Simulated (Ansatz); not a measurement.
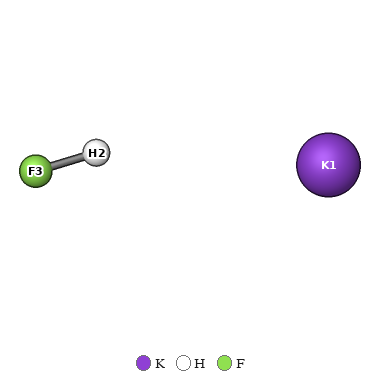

The system is K + HF, spin multiplicity 2; the picture shows the reference structure. The first coordinate is: distance K1–H2; the second: distance H2–F3. Nothing is relaxed (the angle K1–H2–F3 is fixed at 160 degrees). The scan uses a 15 × 15 grid. At 36 points there is no value. Points are written as (first, second). Energies are in kcal/mol, from the lowest grid point. Theory: Ansatz 0.2.0, UKS PBE-D4/def2-TZVPD.

Its coordinates:

```xyz
3

K    -3.4720    0.0000    0.0000
H     0.0000    0.0000    0.0000
F     0.8871    0.3229    0.0000
```

Range: distance K1–H2 from 1.872 to 3.472 Å; distance H2–F3 from 0.728 to 2.328 Å.

Question: Predict the map.

Answer: The lowest grid point is at (3.472 Å, 0.944 Å). The smooth surface has its minimum beside a grid point that was not computed. It lies on the edge of the grid, but the force there points inwards, so the minimum lies inside the range. Other grid points that lie below all their neighbours: (3.181 Å, 0.944 Å) (0.01 kcal/mol higher); (2.905 Å, 0.944 Å) (0.6 kcal/mol higher); (2.404 Å, 0.944 Å) (5 kcal/mol higher). The highest grid point, (3.472 Å, 2.328 Å), lies 77 kcal/mol above the lowest.

```tsv
distance H2–F3 ↓, distance K1–H2 →	1.872	1.924	1.999	2.088	2.186	2.292	2.404	2.522	2.645	2.773	2.905	3.041	3.181	3.325	3.472
2.328	70	68	66	64	63	62	63	64	65	66	68	70	73	75	77
2.181	67	–	63	–	60	59	60	–	62	–	65	–	70	–	74
2.037	64	62	59	57	56	56	56	57	58	60	61	63	66	68	70
1.897	60	–	55	53	52	–	52	–	54	–	57	59	61	–	65
1.761	56	54	51	49	48	47	47	48	49	50	52	53	55	57	59
1.629	51	–	46	–	43	–	42	–	43	44	45	–	49	–	52
1.501	46	44	41	39	37	36	36	36	37	37	38	39	41	42	44
1.378	41	38	36	–	31	–	29	–	29	–	30	–	32	33	34
1.260	35	32	29	26	24	23	22	21	21	21	21	21	22	23	24
1.148	28	–	22	–	17	15	14	13	12	12	11	–	12	12	13
1.042	22	20	17	14	11	9	7	6	5	4	4	3	3	4	4
0.944	20	–	15	–	9	–	5	–	3	2	1	–	0	–	0
0.855	26	24	21	18	16	14	12	10	9	8	7	6	6	6	6
0.780	45	–	39	–	34	–	30	29	28	–	25	–	24	24	24
0.728	69	67	64	61	59	57	55	53	52	51	50	49	49	48	48
```

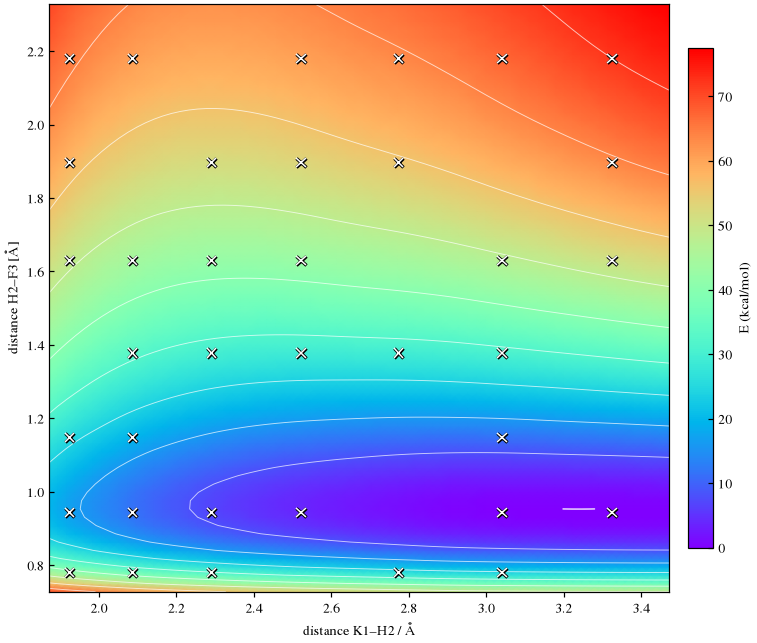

The picture shows a smooth colour map with a few white contour lines, crosses at grid points without a value. Between grid points the surface is interpolated.

Each point was launched as `ansatz run input.yaml --threads 1 --pin off --max-ram 2560MiB --backend cpu --events-out ev --progress --plain --runs-dir out`. Time for the 189 points that were run: 14 min on 1 thread of Intel(R) Xeon(R) Platinum 8375C CPU @ 2.90GHz (Ice Lake), on a shared host.
